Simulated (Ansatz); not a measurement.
# C₂H₅BBr radical: single points with varied inputs

How do the results and run time of C₂H₅BBr radical respond when the settings are drawn wide?

The runs use Ansatz 0.2.0, Gaussian basis; the settings change from run to run.

## 1. The molecule

The geometry comes from an earlier relaxation with PBE0-D4 in a triple-zeta def2 set; it is a stationary point, not always the lowest conformer.

SMILES `CC[B]Br`, 9 atoms, charge 0, spin multiplicity 2.

Atoms are counted from 1 here; the program's logs count them from 0.

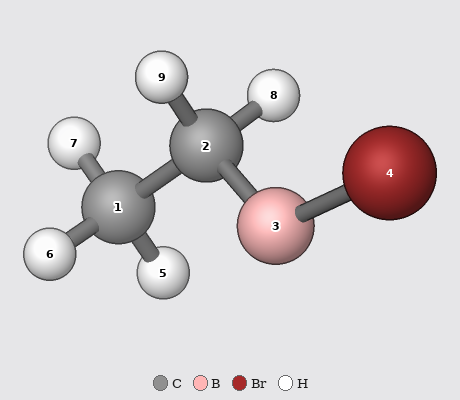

The geometry (carbon grey, boron pink, bromine red, hydrogen white); atoms are numbered from 1 in the order of the file.

## 2. r2SCAN50/def2-TZVPP

This run has multiplicity 4, atoms shaken by 0.03 Å, D4 dispersion, relativity set to none.

The input, in.yaml:

```yaml
crystal:
  periodic: [false, false, false]
  atoms:
    - {symbol: C, position_ang: [-0.303504, 1.056836, 0.439227]}
    - {symbol: C, position_ang: [0.365667, -0.171941, -0.150099]}
    - {symbol: B, position_ang: [-0.515017, -1.451775, -0.303313]}
    - {symbol: Br, position_ang: [0.114375, -3.128876, -0.860020]}
    - {symbol: H, position_ang: [-1.168278, 1.374024, -0.248510]}
    - {symbol: H, position_ang: [-0.775965, 0.881638, 1.402163]}
    - {symbol: H, position_ang: [0.357940, 1.910572, 0.490946]}
    - {symbol: H, position_ang: [0.839143, 0.004001, -1.069046]}
    - {symbol: H, position_ang: [1.248492, -0.443917, 0.508846]}
basis:
  gaussian: {orbitals: def2-TZVPP}
magnetization: {spin_polarized: true, initial_magnetization: 3}
hamiltonian: {xc: {name: r2SCAN50}, dispersion: d4, pseudopotentials: {relativity: none}}
```

Command:

```sh
> ansatz run in.yaml --threads 4 --pin off --events-out ev --progress --plain --max-ram 10444MiB
```

What it wrote:

```text
Functional definition: r2SCAN50
  name "r2SCAN50"
  cite "Bursch, Neugebauer, Ehlert & Grimme, J. Chem. Phys. 156, 134105 (2022) doi:10.1063/5.0086040"
  cite "Furness, Kaplan, Ning, Perdew & Sun, J. Phys. Chem. Lett. 11, 8208 (2020) doi:10.1021/acs.jpclett.0c02405"
  cite "Furness, Kaplan, Ning, Perdew & Sun, J. Phys. Chem. Lett. 11, 9248 (2020) doi:10.1021/acs.jpclett.0c03077"
  parent r2scan
  parameter a = 0.5
  parameter k0 = 0.174
  parameter k1 = 0.065
  parameter a1 = 4.9479
  exchange = (1 - a)*r2scan_x(k0 = k0, k1 = k1, a1 = a1) + a*exact_x
  correlation = r2scan_c
1401 factors; their error is unknown
mean field evaluation 1: about -72861.1880 eV, gradient 3.8e1 eV
mean field evaluation 2: about -72852.3635 eV, gradient 5.3e1 eV
mean field evaluation 4: about -72869.3119 eV, gradient 2.9e0 eV
mean field evaluation 8: about -72869.3674 eV, gradient 2.3e-1 eV
mean field evaluation 16: about -72870.2655 eV, gradient 4.2e-2 eV
mean field evaluation 32: about -72870.0473 eV, gradient 4.8e0 eV
mean field -72870.26765547 eV, -2677.9329430972 hartree, gradient 5.5e-6 eV, S^2 3.759580; 4 other end points of the search recorded, 0 dependent functions left out
reference -72870.26766382 eV, -2677.9329434038 hartree; 30, 27 occupied and 181, 184 virtual orbitals, 1401 factors
Total energy: -72870.32065320 eV, -2677.9348907276 hartree
```

Run time: 17 s. Hardware: 4 threads of AMD EPYC 7R13, shared host; peak memory 1.1 GiB.

⟨S²⟩ 3.760.

## 3. BHLYP/ANO-RCC-VTZP

This run has multiplicity 4.

The input, in.yaml:

```yaml
crystal:
  periodic: [false, false, false]
  atoms:
    - {symbol: C, position_ang: [-0.333839, 1.062340, 0.382313]}
    - {symbol: C, position_ang: [0.360558, -0.190243, -0.140330]}
    - {symbol: B, position_ang: [-0.508974, -1.460824, -0.282791]}
    - {symbol: Br, position_ang: [0.093429, -3.142471, -0.902318]}
    - {symbol: H, position_ang: [-1.157740, 1.356719, -0.270680]}
    - {symbol: H, position_ang: [-0.750922, 0.894645, 1.377196]}
    - {symbol: H, position_ang: [0.360256, 1.903290, 0.446781]}
    - {symbol: H, position_ang: [0.812355, -0.006618, -1.126841]}
    - {symbol: H, position_ang: [1.213276, -0.463037, 0.499571]}
basis:
  gaussian: {orbitals: ANO-RCC-VTZP}
magnetization: {spin_polarized: true, initial_magnetization: 3}
hamiltonian: {xc: {name: BHLYP}}
```

Same command.

What it wrote:

```text
Functional definition: BHLYP
  name "BHLYP"
  cite "Becke, J. Chem. Phys. 98, 1372 (1993) doi:10.1063/1.464304"
  cite "Becke, Phys. Rev. A 38, 3098 (1988) doi:10.1103/PhysRevA.38.3098"
  cite "Lee, Yang & Parr, Phys. Rev. B 37, 785 (1988) doi:10.1103/PhysRevB.37.785"
  parameter a = 0.5
  exchange = (1 - a)*b88_x + a*exact_x
  correlation = lyp_c
1628 factors; their error is unknown
mean field evaluation 1: about -73736.8307 eV, gradient 3.9e1 eV
mean field evaluation 2: about -73725.1429 eV, gradient 5.8e1 eV
mean field evaluation 4: about -73745.2767 eV, gradient 2.6e0 eV
mean field evaluation 8: about -73745.3260 eV, gradient 1.4e-1 eV
mean field evaluation 16: about -73745.6814 eV, gradient 9.3e-3 eV
mean field evaluation 32: about -73745.6814 eV, gradient 6.2e-5 eV
mean field -73745.68140526 eV, -2710.1038050250 hartree, gradient 9.6e-6 eV, S^2 3.756733; 4 other end points of the search recorded, 0 dependent functions left out
reference -73745.68162310 eV, -2710.1038130307 hartree; 30, 27 occupied and 173, 176 virtual orbitals, 1628 factors
Total energy: -73745.68162310 eV, -2710.1038130307 hartree
Relativity: scalar
```

It took 18 s on 4 threads of AMD EPYC 7R13, shared host; peak memory 1.2 GiB.

⟨S²⟩ 3.757.

## 4. revPBE/6-31G

This run has D4 dispersion, high accuracy.

Edit in.yaml of step 3 so:

```diff
@@ -13,4 +13,6 @@
 basis:
-  gaussian: {orbitals: ANO-RCC-VTZP}
-magnetization: {spin_polarized: true, initial_magnetization: 3}
-hamiltonian: {xc: {name: BHLYP}}
+  gaussian: {orbitals: 6-31G}
+magnetization: {spin_polarized: true, initial_magnetization: 1}
+hamiltonian: {xc: {name: revPBE}, dispersion: d4}
+accuracy: high
+output: {forces: true}
```

Launched as before.

What it wrote, cut to the lines that bear on the results:

```text
Functional definition: revPBE
  name "revPBE"
  cite "Zhang & Yang, Phys. Rev. Lett. 80, 890 (1998) doi:10.1103/PhysRevLett.80.890"
  cite "Perdew, Burke & Ernzerhof, Phys. Rev. Lett. 77, 3865 (1996) doi:10.1103/PhysRevLett.77.3865"
[...]
1467 factors; integrals over basis functions are off by at most 6.2e-9 eV
[...]
mean field -72859.59162878 eV, -2677.5406063527 hartree, gradient 4.8e-8 eV, S^2 0.752566; 0 other end points of the search recorded, 0 dependent functions left out
[...]
reference -72859.59163196 eV, -2677.5406064696 hartree; 29, 28 occupied and 37, 38 virtual orbitals, 1467 factors
Total energy: -72860.12066250 eV, -2677.5600479832 hartree
Atom 0 at    -0.333839     1.062340     0.382313 Å, force    -0.119986     0.153988     0.072796 eV/Å
Atom 1 at     0.360558    -0.190243    -0.140330 Å, force     0.112121    -0.214281    -0.087663 eV/Å
Atom 2 at    -0.508974    -1.460824    -0.282791 Å, force    -0.751643     0.705700     0.382710 eV/Å
Atom 3 at     0.093429    -3.142471    -0.902318 Å, force     0.382649    -1.120387    -0.408154 eV/Å
Atom 4 at    -1.157740     1.356719    -0.270680 Å, force    -0.299562     0.107663    -0.235949 eV/Å
Atom 5 at    -0.750922     0.894645     1.377196 Å, force    -0.152341    -0.059743     0.360905 eV/Å
Atom 6 at     0.360256     1.903290     0.446781 Å, force     0.255716     0.312718     0.024607 eV/Å
Atom 7 at     0.812355    -0.006618    -1.126841 Å, force     0.209957     0.144269    -0.365100 eV/Å
Atom 8 at     1.213276    -0.463037     0.499571 Å, force     0.363088    -0.029927     0.255849 eV/Å
Dipole moment:     0.167891     0.301242     0.043154 e Å
```

Wall time 2.2 s (4 threads of AMD EPYC 7R13, shared host).

Largest force 1.252 eV/Å, dipole 1.67 D, ⟨S²⟩ 0.753.

## 5. B3LYP/x2c-TZVPPall

Set apart from the defaults: high accuracy.

Edit in.yaml of step 4 so:

```diff
@@ -13,6 +13,5 @@
 basis:
-  gaussian: {orbitals: 6-31G}
+  gaussian: {orbitals: x2c-TZVPPall}
 magnetization: {spin_polarized: true, initial_magnetization: 1}
-hamiltonian: {xc: {name: revPBE}, dispersion: d4}
+hamiltonian: {xc: {name: B3LYP}}
 accuracy: high
-output: {forces: true}
```

Launched as before.

What it wrote, cut to the lines that bear on the results:

```text
Functional definition: B3LYP
  name "B3LYP"
  cite "Stephens, Devlin, Chabalowski & Frisch, J. Phys. Chem. 98, 11623 (1994) doi:10.1021/j100096a001"
  cite "Becke, Phys. Rev. A 38, 3098 (1988) doi:10.1103/PhysRevA.38.3098"
  cite "Lee, Yang & Parr, Phys. Rev. B 37, 785 (1988) doi:10.1103/PhysRevB.37.785"
  cite "Vosko, Wilk & Nusair, Can. J. Phys. 58, 1200 (1980) doi:10.1139/p80-159"
[...]
3579 factors; integrals over basis functions are off by at most 3.2e-8 eV
[...]
mean field -73754.47723462 eV, -2710.4270457922 hartree, gradient 7.5e-8 eV, S^2 0.752362; 0 other end points of the search recorded, 0 dependent functions left out
reference -73754.47727509 eV, -2710.4270472793 hartree; 29, 28 occupied and 182, 183 virtual orbitals, 3579 factors
Total energy: -73754.47727509 eV, -2710.4270472793 hartree
Relativity: scalar
```

It took 12 s on 4 threads of AMD EPYC 7R13, shared host; peak memory 1.5 GiB.

⟨S²⟩ 0.752.

## 6. r2SCAN0/aug-cc-pVDZ

Options: restricted open-shell orbitals, density fitting with def2-universal-jkfit.

Edit in.yaml of step 5 so:

```diff
@@ -13,5 +13,5 @@
 basis:
-  gaussian: {orbitals: x2c-TZVPPall}
-magnetization: {spin_polarized: true, initial_magnetization: 1}
-hamiltonian: {xc: {name: B3LYP}}
-accuracy: high
+  gaussian: {orbitals: aug-cc-pVDZ, fitting: {mean_field: def2-universal-jkfit}}
+magnetization: {spin_polarized: false, initial_magnetization: 1}
+hamiltonian: {xc: {name: r2SCAN0}}
+output: {forces: true}
```

The command is unchanged.

What it wrote, cut to the lines that bear on the results:

```text
Functional definition: r2SCAN0
  name "r2SCAN0"
  cite "Bursch, Neugebauer, Ehlert & Grimme, J. Chem. Phys. 156, 134105 (2022) doi:10.1063/5.0086040"
  cite "Furness, Kaplan, Ning, Perdew & Sun, J. Phys. Chem. Lett. 11, 8208 (2020) doi:10.1021/acs.jpclett.0c02405"
  cite "Furness, Kaplan, Ning, Perdew & Sun, J. Phys. Chem. Lett. 11, 9248 (2020) doi:10.1021/acs.jpclett.0c03077"
  parent r2scan
[...]
581 factors; integrals over basis functions are off by at most 2.4e-1 eV
[...]
mean field -72874.47222207 eV, -2678.0874580697 hartree, gradient 3.8e-5 eV, S^2 0.750000; 0 other end points of the search recorded, 0 dependent functions left out
[...]
reference -72874.47225127 eV, -2678.0874591429 hartree; 29, 28 occupied and 121, 122 virtual orbitals, 581 factors
Total energy: -72874.47225127 eV, -2678.0874591429 hartree
Atom 0 at    -0.333839     1.062340     0.382313 Å, force     0.001770    -0.015107    -0.004687 eV/Å
Atom 1 at     0.360558    -0.190243    -0.140330 Å, force    -0.004316    -0.000801     0.000933 eV/Å
Atom 2 at    -0.508974    -1.460824    -0.282791 Å, force    -0.113398     0.145066     0.068603 eV/Å
Atom 3 at     0.093429    -3.142471    -0.902318 Å, force     0.076158    -0.156856    -0.062710 eV/Å
Atom 4 at    -1.157740     1.356719    -0.270680 Å, force    -0.048991     0.015185    -0.046423 eV/Å
Atom 5 at    -0.750922     0.894645     1.377196 Å, force    -0.021922    -0.015748     0.063716 eV/Å
Atom 6 at     0.360256     1.903290     0.446781 Å, force     0.045130     0.039411    -0.000031 eV/Å
Atom 7 at     0.812355    -0.006618    -1.126841 Å, force     0.024684     0.003567    -0.042399 eV/Å
Atom 8 at     1.213276    -0.463037     0.499571 Å, force     0.040886    -0.014717     0.022998 eV/Å
Dipole moment:     0.147389     0.284916     0.043630 e Å
```

It took 4.2 s on 4 threads of AMD EPYC 7R13, shared host.

Largest force 0.196 eV/Å, dipole 1.55 D.

## 7. revPBE0/STO-3G

Options: charge +1, multiplicity 1.

Edit in.yaml of step 6 so:

```diff
@@ -13,5 +13,5 @@
 basis:
-  gaussian: {orbitals: aug-cc-pVDZ, fitting: {mean_field: def2-universal-jkfit}}
-magnetization: {spin_polarized: false, initial_magnetization: 1}
-hamiltonian: {xc: {name: r2SCAN0}}
+  gaussian: {orbitals: STO-3G}
+total_charge: 1
+hamiltonian: {xc: {name: revPBE0}}
 output: {forces: true}
```

The command is unchanged.

What it wrote, cut to the lines that bear on the results:

```text
Functional definition: revPBE0
  name "revPBE0"
  cite "Zhang & Yang, Phys. Rev. Lett. 80, 890 (1998) doi:10.1103/PhysRevLett.80.890"
  cite "Adamo & Barone, J. Chem. Phys. 110, 6158 (1999) doi:10.1063/1.478522"
  cite "Perdew, Burke & Ernzerhof, Phys. Rev. Lett. 77, 3865 (1996) doi:10.1103/PhysRevLett.77.3865"
[...]
450 factors; integrals over basis functions are off by at most 1.1e-4 eV
[...]
mean field -72068.71034596 eV, -2648.4762552877 hartree, gradient 3.2e-5 eV, S^2 0.000000; 0 other end points of the search recorded, 0 dependent functions left out
[...]
reference -72068.71036641 eV, -2648.4762560392 hartree; 28, 28 occupied and 10, 10 virtual orbitals, 450 factors
Total energy: -72068.71036641 eV, -2648.4762560392 hartree
Atom 0 at    -0.333839     1.062340     0.382313 Å, force    -0.451334     0.997967     0.391434 eV/Å
Atom 1 at     0.360558    -0.190243    -0.140330 Å, force    -1.452136     0.356321     0.455769 eV/Å
Atom 2 at    -0.508974    -1.460824    -0.282791 Å, force     3.800301    -3.195835    -1.829467 eV/Å
Atom 3 at     0.093429    -3.142471    -0.902318 Å, force    -2.142862     2.050738     1.101539 eV/Å
Atom 4 at    -1.157740     1.356719    -0.270680 Å, force    -0.166096     0.091692    -0.291500 eV/Å
Atom 5 at    -0.750922     0.894645     1.377196 Å, force    -0.011095    -0.084855     0.337128 eV/Å
Atom 6 at     0.360256     1.903290     0.446781 Å, force     0.289687     0.135168    -0.033609 eV/Å
Atom 7 at     0.812355    -0.006618    -1.126841 Å, force    -0.088776     0.002094    -0.697502 eV/Å
Atom 8 at     1.213276    -0.463037     0.499571 Å, force     0.222312    -0.353290     0.566207 eV/Å
Dipole moment:    -0.214119     0.388824     0.161495 e Å
```

Run time: 0.35 s. Hardware: 4 threads of AMD EPYC 7R13, shared host.

Largest force 5.292 eV/Å.

## 8. wB97X/def2-SVP

Options: multiplicity 4.

Edit in.yaml of step 7 so:

```diff
@@ -13,5 +13,5 @@
 basis:
-  gaussian: {orbitals: STO-3G}
-total_charge: 1
-hamiltonian: {xc: {name: revPBE0}}
+  gaussian: {orbitals: def2-SVP}
+magnetization: {spin_polarized: true, initial_magnetization: 3}
+hamiltonian: {xc: {name: wB97X}}
 output: {forces: true}
```

Same command.

What it wrote, cut to the lines that bear on the results:

```text
Functional definition: wB97X
  name "wB97X"
  cite "Chai & Head-Gordon, J. Chem. Phys. 128, 084106 (2008) doi:10.1063/1.2834918"
  cite "Becke, J. Chem. Phys. 107, 8554 (1997) doi:10.1063/1.475007"
[...]
  # The coefficients of nought are those of the uniform gas.
[...]
      + exact_x_lr(omega)
[...]
      + integral(e_c_pw_opposite_spin*poly(b97_u_opposite, 1, cos1, cos2, cos3, cos4))
1003 factors; integrals over basis functions are off by at most 1.1e-3 eV
257 factors; integrals over basis functions are off by at most 8.7e-6 eV
[...]
mean field -72861.03928457 eV, -2677.5938067215 hartree, gradient 5.7e-7 eV, S^2 3.756510; 4 other end points of the search recorded, 0 dependent functions left out
[...]
reference -72861.03926456 eV, -2677.5938059863 hartree; 30, 27 occupied and 69, 72 virtual orbitals, 1003 factors
Total energy: -72861.03926456 eV, -2677.5938059863 hartree
Atom 0 at    -0.333839     1.062340     0.382313 Å, force    -0.643978    -0.687727    -0.033463 eV/Å
Atom 1 at     0.360558    -0.190243    -0.140330 Å, force     2.646379     0.465899    -0.521600 eV/Å
Atom 2 at    -0.508974    -1.460824    -0.282791 Å, force    -3.795832     0.831552     1.166508 eV/Å
Atom 3 at     0.093429    -3.142471    -0.902318 Å, force     1.283884    -1.567466    -0.754773 eV/Å
Atom 4 at    -1.157740     1.356719    -0.270680 Å, force    -0.230552     0.093093    -0.179029 eV/Å
Atom 5 at    -0.750922     0.894645     1.377196 Å, force    -0.117238    -0.035831     0.280855 eV/Å
Atom 6 at     0.360256     1.903290     0.446781 Å, force     0.410551     0.118691    -0.068063 eV/Å
Atom 7 at     0.812355    -0.006618    -1.126841 Å, force     0.161275     0.461336    -0.197091 eV/Å
Atom 8 at     1.213276    -0.463037     0.499571 Å, force     0.285511     0.320454     0.306656 eV/Å
Dipole moment:     0.362867    -0.264794    -0.163492 e Å
```

It took 17 s on 4 threads of AMD EPYC 7R13, shared host.

Largest force 4.057 eV/Å, dipole 2.30 D, ⟨S²⟩ 3.757.

## 9. CCSD(T)/6-31G

This run has charge +1, multiplicity 1, finite nuclei, a point charge of 1.00 e beside it, relativity set to none.

Edit in.yaml of step 8 so:

```diff
@@ -13,5 +13,5 @@
 basis:
-  gaussian: {orbitals: def2-SVP}
-magnetization: {spin_polarized: true, initial_magnetization: 3}
-hamiltonian: {xc: {name: wB97X}}
-output: {forces: true}
+  gaussian: {orbitals: 6-31G, nuclear_model: gaussian, point_charges: [{charge: 1.00, position_ang: [4.772, 0.518, -0.178]}]}
+total_charge: 1
+hamiltonian: {xc: {name: HF}, pseudopotentials: {relativity: none}}
+correlation: {method: ccsd_t}
```

The command is unchanged.

What it wrote, cut to the lines that bear on the results:

```text
Functional definition: HF
  name "HF"
  cite "Fock, Z. Phys. 61, 126 (1930) doi:10.1007/BF01340294"
  parent pbe
[...]
799 factors; integrals over basis functions are off by at most 2.9e-4 eV
[...]
mean field -72788.28617014 eV, -2674.9201790801 hartree, gradient 2.1e-6 eV, S^2 0.000000; 0 other end points of the search recorded, 0 dependent functions left out
12 core orbitals not correlated: weight in the atoms' cores, before any rotation towards them, 1.000 or more for the frozen orbitals, at most 0.000 for the correlated occupied ones
reference -72788.28617014 eV, -2674.9201790801 hartree; 16, 16 occupied and 38, 38 virtual orbitals, 799 factors
second order -11.09214092 eV of doubles, -0.00000000 eV of singles
cycle   1  -11.39849903 eV  change   -3.1e-1 eV  update   1.2e-1
[...]
cycle  11  -11.91879782 eV  change   -1.3e-5 eV  update   1.8e-5
perturbative correction -0.30871434 eV, -0.0113450428 hartree
Total energy: -72800.51368230 eV, -2675.3695318640 hartree
```

Wall time 1.2 s (4 threads of AMD EPYC 7R13, shared host).

T1 0.021.

## 10. PBE0-DH/aug-pcseg-2

Options: multiplicity 4, a point charge of 0.50 e beside it.

Edit in.yaml of step 9 so:

```diff
@@ -13,5 +13,5 @@
 basis:
-  gaussian: {orbitals: 6-31G, nuclear_model: gaussian, point_charges: [{charge: 1.00, position_ang: [4.772, 0.518, -0.178]}]}
-total_charge: 1
-hamiltonian: {xc: {name: HF}, pseudopotentials: {relativity: none}}
-correlation: {method: ccsd_t}
+  gaussian: {orbitals: aug-pcseg-2, point_charges: [{charge: 0.50, position_ang: [4.835, 0.743, -0.827]}]}
+magnetization: {spin_polarized: true, initial_magnetization: 3}
+hamiltonian: {xc: {name: PBE0-DH}}
+output: {forces: true}
```

Launched as before.

What it wrote, cut to the lines that bear on the results:

```text
Functional definition: PBE0-DH
  name "PBE0-DH"
  cite "Brémond & Adamo, J. Chem. Phys. 135, 024106 (2011) doi:10.1063/1.3604569"
  cite "Perdew, Burke & Ernzerhof, Phys. Rev. Lett. 77, 3865 (1996) doi:10.1103/PhysRevLett.77.3865"
[...]
1897 factors; integrals over basis functions are off by at most 9.3e-4 eV
[...]
mean field -72857.05738910 eV, -2677.4474747621 hartree, gradient 2.5e-6 eV, S^2 3.758178; 6 other end points of the search recorded, 0 dependent functions left out
12 core orbitals not correlated: weight in the atoms' cores, before any rotation towards them, 1.000 or more for the frozen orbitals, at most 0.000 for the correlated occupied ones
reference -72857.05742739 eV, -2677.4474761693 hartree; 18, 15 occupied and 282, 285 virtual orbitals, 1897 factors
second order -21.16847507 eV of doubles, -0.00000000 eV of singles
[...]
Total energy: -72859.70348677 eV, -2677.5447170581 hartree
Atom 0 at    -0.333839     1.062340     0.382313 Å, force    -0.768780    -0.411642     0.076752 eV/Å
Atom 1 at     0.360558    -0.190243    -0.140330 Å, force     2.569008     0.094931    -0.618907 eV/Å
Atom 2 at    -0.508974    -1.460824    -0.282791 Å, force    -3.282643     1.113794     1.124340 eV/Å
Atom 3 at     0.093429    -3.142471    -0.902318 Å, force     1.146633    -1.370760    -0.667991 eV/Å
Atom 4 at    -1.157740     1.356719    -0.270680 Å, force     0.134648    -0.063925     0.090896 eV/Å
Atom 5 at    -0.750922     0.894645     1.377196 Å, force     0.071328     0.006040    -0.157807 eV/Å
Atom 6 at     0.360256     1.903290     0.446781 Å, force     0.124634    -0.206227    -0.090061 eV/Å
Atom 7 at     0.812355    -0.006618    -1.126841 Å, force     0.003904     0.423119     0.093322 eV/Å
Atom 8 at     1.213276    -0.463037     0.499571 Å, force     0.020845     0.407092     0.142717 eV/Å
Dipole moment:     0.166027    -0.317662    -0.134474 e Å
```

Run time: 1.7 min. Hardware: 4 threads of AMD EPYC 7R13, shared host; peak memory 1.9 GiB.

Largest force 3.644 eV/Å, dipole 1.84 D, ⟨S²⟩ 3.758.

## 11. All runs side by side

| level | charge | multiplicity | geometry | functions | energy (eV) | time |
| --- | --- | --- | --- | --- | --- | --- |
| r2SCAN50/def2-TZVPP | 0 | 4 | shaken | 211 | -72870.321 | 17 s |
| BHLYP/ANO-RCC-VTZP | 0 | 4 | relaxed | 203 | -73745.682 | 18 s |
| revPBE/6-31G | 0 | 2 | relaxed | 66 | -72860.121 | 2.2 s |
| B3LYP/x2c-TZVPPall | 0 | 2 | relaxed | 211 | -73754.477 | 12 s |
| r2SCAN0/aug-cc-pVDZ | 0 | 2 | relaxed | 150 | -72874.472 | 4.2 s |
| revPBE0/STO-3G | 1 | 1 | relaxed | 38 | -72068.710 | 0.35 s |
| wB97X/def2-SVP | 0 | 4 | relaxed | 99 | -72861.039 | 17 s |
| CCSD(T)/6-31G | 1 | 1 | relaxed, point charge | 66 | -72800.514 | 1.2 s |
| PBE0-DH/aug-pcseg-2 | 0 | 4 | relaxed, point charge | 312 | -72859.703 | 1.7 min |

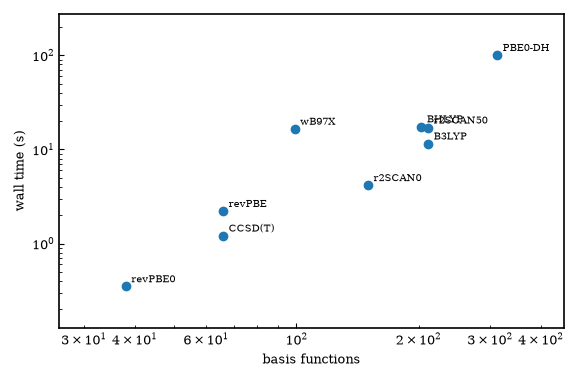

Wall time against the number of basis functions (shared host).

## 12. Outcome

| quantity | value |
| --- | --- |
| runs | 9 |
| quickest | revPBE0/STO-3G, 0.35 s |
| slowest | PBE0-DH/aug-pcseg-2, 1.7 min |
| spread of total energies, same state and geometry | 894.4 eV |
| dipole, same state and geometry | 1.55 to 1.67 D |

What this shows: Run time spans a factor of 287, from revPBE0/STO-3G to PBE0-DH/aug-pcseg-2. The jobs differ in tasks and options as well as level. Total energies at one charge and spin differ by 894 eV between levels, so only differences within one level mean anything. Some of these runs are scalar-relativistic and others not, which shifts the totals of all-electron atoms past neon by several eV an atom and more; core potentials, where a basis has them, take the core out of the total altogether. At the PBE0-D4/def2-TZVP geometry and in the same state, the sound runs without point charges leave forces up to 1.25 eV/Å (revPBE/6-31G).
